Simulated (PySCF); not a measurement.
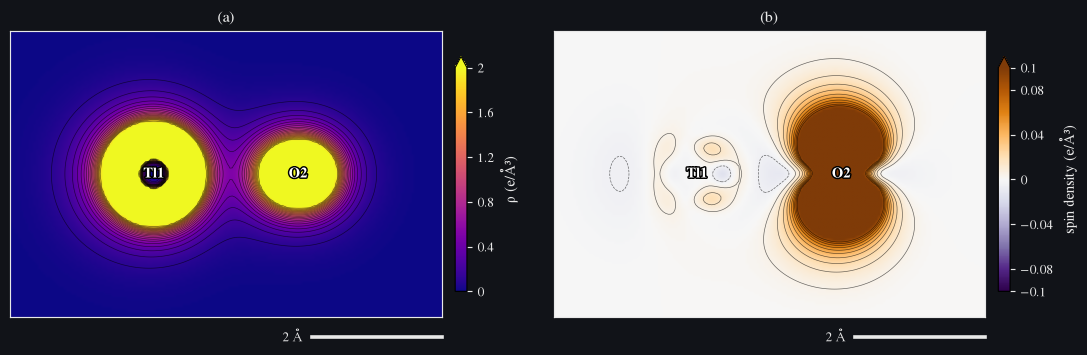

The picture shows: TlO (doublet). (a) electron density; (b) spin density on a plane that holds the molecular axis.

Core potentials replace the inner electrons of Tl.

The calculation used PySCF 2.14.0, PBE0/def2-SVPD, non-relativistic Hamiltonian with scalar-relativistic core potentials where named, at a bond length of 2.227 Å.

Question: Describe what can be read from this map.

Answer: The plane passes through Tl and O nuclei.
Tl–O (2.23 Å): the density is about 0.54 e/Å³ at the midpoint.
The unpaired spin (1 electron) lies mostly on O2 (about 1.0), in electrons by Hirshfeld's partition.
